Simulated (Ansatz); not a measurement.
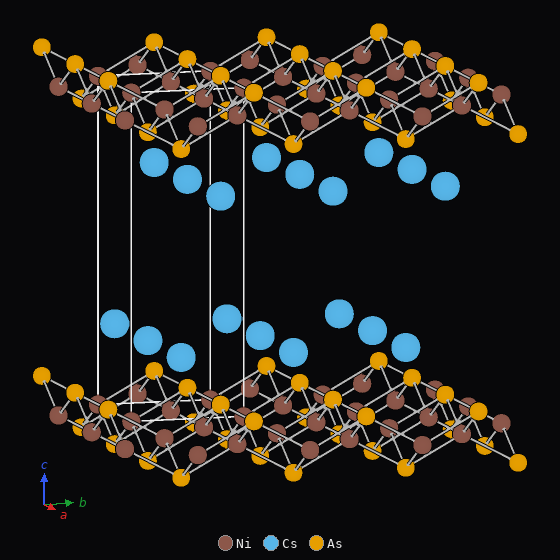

CsNiAs (space group P4/nmm, No. 129): coordinates from a relaxation with Ansatz 0.2.0, DFT, PAW plane waves, pbe, spin-orbit; the starting structure was generated, so it need not be a known form of this composition.

Bonds are taken as As–Ni below 2.7 Å; Cs is left out of the net, as the electropositive filling of the structure; no other contact counts. Simplification: prune 0- and 1-connected atoms, fold 2-connected ones into links.

What kind of net remains, and which atoms are its nodes?

A uninodal 4-connected, two-periodic (layers) net: Ni and As are 4-connected nodes.

Does the net have a name?

It is the sql net, known from the square lattice.

How do the layers lie?

The layers lie parallel to (001).

Give the point symbol of each node (shortest cycle at each angle).

Ni and As: 4⁴·6².
